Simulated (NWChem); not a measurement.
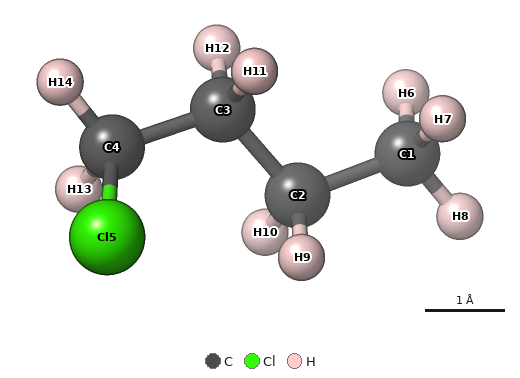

**Figure 1.** The structure (ball-and-stick view, seen at a tilt; atoms are numbered from 1 in the order of the input). Bond lengths as drawn: C–C 1.51 to 1.52 Å, C–Cl 1.79 Å and C–H 1.09 to 1.10 Å.

## Run report: C$_{4}$H$_{9}$Cl, energy and gradient calculation

The run: energy and gradient calculation of C$_{4}$H$_{9}$Cl. Method and program: M06-L/6-31G*, RKS (NWChem 7.3.0).

The geometry comes from this level: PBE0-D4/def2-TZVP.

The program's output
```
Northwest Computational Chemistry Package (NWChem) 7.3.0
             --------------------------------------------------------

           Job information
           ---------------

    nwchem branch   = 7.3.0
    use scalapack   = T
    input           = c4h9cl.nw
    prefix          = c4h9cl.
    data base       = ./c4h9cl.db
    status          = startup
    nproc           =        1

           Memory information
           ------------------

    heap     =     72089596 doubles =      550.0 Mbytes
    stack    =     72089601 doubles =      550.0 Mbytes
    global   =    144179200 doubles =     1100.0 Mbytes (distinct from heap & stack)
    total    =    288358397 doubles =     2200.0 Mbytes
    verify   = yes
    hardfail = no

           Directory information
           ---------------------

  0 permanent = .
  0 scratch   = .

                                NWChem Input Module
                                -------------------

                                  C4H9Cl gradient
                                  ---------------

 Scaling coordinates for geometry "geometry" by  1.889725989
 (inverse scale =  0.529177249)

                             Geometry "geometry" -> ""
                             -------------------------

 Output coordinates in angstroms (scale by  1.889725989 to convert to a.u.)

  No.       Tag          Charge          X              Y              Z
 ---- ---------------- ---------- -------------- -------------- --------------
    1 C                    6.0000    -1.52440000     0.75950000     0.97210000
    2 C                    6.0000    -0.61910000     0.40850000    -0.19520000
    3 C                    6.0000     0.55320000    -0.46350000     0.22010000
    4 C                    6.0000     1.47380000    -0.85150000    -0.91280000
    5 Cl                  17.0000     2.32320000     0.56150000    -1.61000000
    6 H                    1.0000    -1.93980000    -0.13870000     1.43810000
    7 H                    1.0000    -0.97630000     1.30730000     1.74360000
    8 H                    1.0000    -2.36080000     1.38510000     0.65350000
    9 H                    1.0000    -0.23830000     1.32310000    -0.65870000
   10 H                    1.0000    -1.19570000    -0.11120000    -0.96950000
   11 H                    1.0000     1.13550000     0.03660000     1.00110000
   12 H                    1.0000     0.17760000    -1.39600000     0.66120000
   13 H                    1.0000     0.92560000    -1.31360000    -1.73480000
   14 H                    1.0000     2.25250000    -1.53630000    -0.57990000

      Atomic Mass
      -----------

      C                 12.000000
      Cl                34.968850
      H                  1.007825

 Effective nuclear repulsion energy (a.u.)     225.4222814993

            Nuclear Dipole moment (a.u.)
            ----------------------------
        X                 Y               Z
 ---------------- ---------------- ----------------
    69.1180508405    15.5331696809   -47.8293427162

            XYZ format geometry
            -------------------
    14
 geometry
 C                    -1.52440000     0.75950000     0.97210000
 C                    -0.61910000     0.40850000    -0.19520000
 C                     0.55320000    -0.46350000     0.22010000
 C                     1.47380000    -0.85150000    -0.91280000
 Cl                    2.32320000     0.56150000    -1.61000000
 H                    -1.93980000    -0.13870000     1.43810000
 H                    -0.97630000     1.30730000     1.74360000
 H                    -2.36080000     1.38510000     0.65350000
 H                    -0.23830000     1.32310000    -0.65870000
 H                    -1.19570000    -0.11120000    -0.96950000
 H                     1.13550000     0.03660000     1.00110000
 H                     0.17760000    -1.39600000     0.66120000
 H                     0.92560000    -1.31360000    -1.73480000
 H                     2.25250000    -1.53630000    -0.57990000

 ==============================================================================
                                internuclear distances
 ------------------------------------------------------------------------------
       center one      |      center two      | atomic units |  angstroms
 ------------------------------------------------------------------------------
    2 C                |   1 C                |     2.86925  |     1.51834
    3 C                |   2 C                |     2.87036  |     1.51893
    4 C                |   3 C                |     2.85437  |     1.51047
    5 Cl               |   4 C                |     3.38263  |     1.79001
    6 H                |   1 C                |     2.06705  |     1.09384
    7 H                |   1 C                |     2.06639  |     1.09349
    8 H                |   1 C                |     2.06357  |     1.09199
    9 H                |   2 C                |     2.06693  |     1.09377
   10 H                |   2 C                |     2.07190  |     1.09640
   11 H                |   3 C                |     2.06934  |     1.09505
   12 H                |   3 C                |     2.07457  |     1.09782
   13 H                |   4 C                |     2.06123  |     1.09075
   14 H                |   4 C                |     2.05811  |     1.08910
 ------------------------------------------------------------------------------
                         number of included internuclear distances:         13
 ==============================================================================

 ==============================================================================
                                 internuclear angles
 ------------------------------------------------------------------------------
        center 1       |       center 2       |       center 3       |  degrees
 ------------------------------------------------------------------------------
    2 C                |   1 C                |   6 H                |   111.35
    2 C                |   1 C                |   7 H                |   111.06
    2 C                |   1 C                |   8 H                |   111.40
    6 H                |   1 C                |   7 H                |   107.53
    6 H                |   1 C                |   8 H                |   107.69
    7 H                |   1 C                |   8 H                |   107.62
    1 C                |   2 C                |   3 C                |   112.50
    1 C                |   2 C                |   9 H                |   109.88
    1 C                |   2 C                |  10 H                |   109.81
    3 C                |   2 C                |   9 H                |   109.10
    3 C                |   2 C                |  10 H                |   109.08
    9 H                |   2 C                |  10 H                |   106.27
    2 C                |   3 C                |   4 C                |   114.38
    2 C                |   3 C                |  11 H                |   110.07
    2 C                |   3 C                |  12 H                |   109.48
    4 C                |   3 C                |  11 H                |   109.16
    4 C                |   3 C                |  12 H                |   106.96
   11 H                |   3 C                |  12 H                |   106.46
    3 C                |   4 C                |   5 Cl               |   112.25
    3 C                |   4 C                |  13 H                |   111.58
    3 C                |   4 C                |  14 H                |   111.59
    5 Cl               |   4 C                |  13 H                |   106.22
    5 Cl               |   4 C                |  14 H                |   106.03
   13 H                |   4 C                |  14 H                |   108.86
 ------------------------------------------------------------------------------
                            number of included internuclear angles:         24
 ==============================================================================

                      Basis "ao basis" -> "" (spherical)
                      -----
  [basis functions not shown]

 Summary of "ao basis" -> "" (spherical)
 ------------------------------------------------------------------------------
       Tag                 Description            Shells   Functions and Types
 ---------------- ------------------------------  ------  ---------------------
 C                           6-31G*                  6       14   3s2p1d
 Cl                          6-31G*                  8       18   4s3p1d
 H                           6-31G*                  2        2   2s

                                 NWChem DFT Module
                                 -----------------

                                  C4H9Cl gradient

  Caching 1-el integrals
   Time after variat. SCF:      0.6

     ---------------------------------------------
      Total Density - Mulliken Population Analysis
     ---------------------------------------------

    Atom       Charge   Shell Charges
 -----------   ------   -------------------------------------------------------
    1 C    6     6.68   2.00  0.72  2.05  0.67  1.21  0.03
    2 C    6     6.42   2.00  0.71  1.98  0.62  1.07  0.04
    3 C    6     6.43   2.00  0.71  1.99  0.62  1.07  0.04
    4 C    6     6.23   2.00  0.69  1.76  0.67  1.06  0.04
    5 Cl  17    17.24   2.00  2.00  5.98  1.38  3.66  0.54  1.66  0.02
    6 H    1     0.78   0.47  0.31
    7 H    1     0.78   0.47  0.31
    8 H    1     0.77   0.47  0.30
    9 H    1     0.78   0.48  0.31
   10 H    1     0.79   0.47  0.31
   11 H    1     0.78   0.47  0.31
   12 H    1     0.77   0.47  0.31
   13 H    1     0.78   0.48  0.30
   14 H    1     0.77   0.48  0.30
   Time prior to 1st pass:      0.6

           Memory utilization after 1st SCF pass:
           Heap Space remaining (MW):       35.31            35305092
          Stack Space remaining (MW):       72.09            72088756

   convergence    iter        energy       DeltaE   RMS-Dens  Diis-err    time
 ---------------- ----- ----------------- --------- --------- ---------  ------
 d= 0,ls=0.0,diis     1   -617.9460691314 -8.43D+02  1.01D-02  3.85D-01     4.2
 d= 0,ls=0.0,diis     2   -617.9475603149 -1.49D-03  7.11D-03  3.79D-01     7.2
 d= 0,ls=0.0,diis     3   -617.9883262637 -4.08D-02  1.99D-03  4.98D-02    10.6
 d= 0,ls=0.0,diis     4   -617.9950443218 -6.72D-03  2.66D-04  8.22D-04    13.9
 d= 0,ls=0.0,diis     5   -617.9951384356 -9.41D-05  1.32D-04  7.39D-05    17.3
  Resetting Diis
 d= 0,ls=0.0,diis     6   -617.9951474506 -9.01D-06  4.18D-05  1.42D-05    20.6
 d= 0,ls=0.0,diis     7   -617.9951492610 -1.81D-06  1.49D-05  6.05D-07    24.0
 d= 0,ls=0.0,diis     8   -617.9951492583  2.66D-09  7.57D-06  6.26D-07    27.4

         Total DFT energy =     -617.995149258289
      One electron energy =    -1293.959110856862
           Coulomb energy =      503.919907769086
    Exchange-Corr. energy =      -53.378227669837
 Nuclear repulsion energy =      225.422281499324

 Numeric. integr. density =       50.000003256395

     Total iterative time =     26.7s

     ---------------------------------------------
      Total Density - Mulliken Population Analysis
     ---------------------------------------------

    Atom       Charge   Shell Charges
 -----------   ------   -------------------------------------------------------
    1 C    6     6.53   2.00  0.68  2.09  0.67  1.06  0.03
    2 C    6     6.29   2.00  0.68  2.08  0.61  0.89  0.04
    3 C    6     6.30   2.00  0.68  2.08  0.61  0.90  0.04
    4 C    6     6.42   2.00  0.69  2.01  0.70  0.98  0.04
    5 Cl  17    17.10   2.00  2.00  5.98  1.39  3.60  0.57  1.54  0.03
    6 H    1     0.83   0.53  0.30
    7 H    1     0.83   0.53  0.29
    8 H    1     0.82   0.54  0.29
    9 H    1     0.82   0.54  0.28
   10 H    1     0.85   0.54  0.31
   11 H    1     0.82   0.54  0.29
   12 H    1     0.83   0.53  0.30
   13 H    1     0.79   0.54  0.25
   14 H    1     0.78   0.54  0.24

     -------------------------------------------
      Total Density - Lowdin Population Analysis
     -------------------------------------------

    Atom       Charge   Shell Charges
 -----------   ------   -------------------------------------------------------
    1 C    6     6.38   1.99  0.56  1.90  0.44  1.43  0.06
    2 C    6     6.24   1.99  0.54  1.90  0.41  1.32  0.09
    3 C    6     6.25   1.99  0.55  1.90  0.41  1.31  0.09
    4 C    6     6.27   1.99  0.58  1.83  0.44  1.33  0.09
    5 Cl  17    17.06   2.00  1.99  5.91  1.16  3.36  0.67  1.93  0.03
    6 H    1     0.87   0.51  0.37
    7 H    1     0.87   0.50  0.37
    8 H    1     0.87   0.50  0.36
    9 H    1     0.87   0.51  0.36
   10 H    1     0.88   0.51  0.37
   11 H    1     0.87   0.51  0.36
   12 H    1     0.87   0.51  0.36
   13 H    1     0.86   0.51  0.35
   14 H    1     0.85   0.51  0.34

                         DFT ENERGY GRADIENTS

    atom               coordinates                        gradient
                 x          y          z           x          y          z
   1 C      -2.880698   1.435247   1.837003   -0.001606   0.000481   0.002693
   2 C      -1.169929   0.771953  -0.368875    0.000398   0.000657  -0.003141
   3 C       1.045396  -0.875888   0.415929    0.000568  -0.000724   0.002300
   4 C       2.785078  -1.609102  -1.724942    0.002101   0.000920  -0.002958
   5 Cl      4.390211   1.061081  -3.042459   -0.002399  -0.004642   0.002254
   6 H      -3.665690  -0.262105   2.717615    0.001032   0.001801  -0.001327
   7 H      -1.844939   2.470439   3.294926   -0.000947  -0.001143  -0.001978
   8 H      -4.461265   2.617459   1.234936    0.001915  -0.001289   0.000211
   9 H      -0.450322   2.500296  -1.244763   -0.000944  -0.002448   0.001741
  10 H      -2.259545  -0.210138  -1.832089    0.001285   0.000883   0.002331
  11 H       2.145784   0.069164   1.891805   -0.001320  -0.000903  -0.002437
  12 H       0.335615  -2.638057   1.249487    0.000496   0.002093  -0.001370
  13 H       1.749130  -2.482344  -3.278297    0.001282   0.001856   0.002151
  14 H       4.256608  -2.903186  -1.095852   -0.001861   0.002459  -0.000470

 Task  times  cpu:       35.3s     wall:       35.3s
 Total times  cpu:       35.3s     wall:       35.3s
```

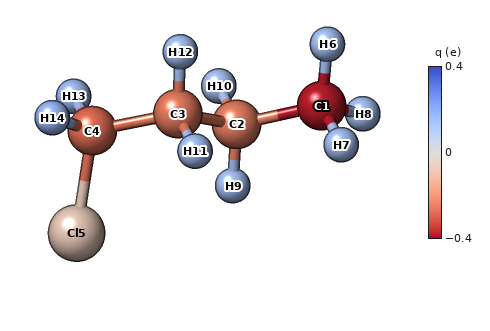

**Figure 2.** Löwdin charges, as the colour of each atom (ball-and-stick view, seen at a tilt; atoms are numbered from 1 in the order of the input). By element: C −0.38 to −0.24, Cl −0.06 and H +0.12 to +0.15 e.

The run was set up as follows.

Input file
```
start c4h9cl
title "C4H9Cl gradient"
memory total 2200 mb

geometry noautosym nocenter noautoz
   C     -1.524400     0.759500     0.972100
   C     -0.619100     0.408500    -0.195200
   C      0.553200    -0.463500     0.220100
   C      1.473800    -0.851500    -0.912800
   Cl     2.323200     0.561500    -1.610000
   H     -1.939800    -0.138700     1.438100
   H     -0.976300     1.307300     1.743600
   H     -2.360800     1.385100     0.653500
   H     -0.238300     1.323100    -0.658700
   H     -1.195700    -0.111200    -0.969500
   H      1.135500     0.036600     1.001100
   H      0.177600    -1.396000     0.661200
   H      0.925600    -1.313600    -1.734800
   H      2.252500    -1.536300    -0.579900
end

basis spherical bse
   C library 6-31G*
   Cl library 6-31G*
   H library 6-31G*
end

dft
   xc m06-l
   mult 1
   grid fine
   convergence energy 1e-08
   iterations 100
   mulliken
   print low
end

task dft gradient
```

Launch command:
```bash
nwchem c4h9cl.nw > c4h9cl.out
```

Key numbers

| quantity | value |
| --- | --- |
| outcome | converged |
| total energy | −617.995149 hartree |
| largest force | 0.293 eV/Å |
| hardware | 1 thread of AMD EPYC (Zen 3), 16 GiB of memory available, shared host |
| wall time | 36 s |
| peak memory | 0.12 GiB |
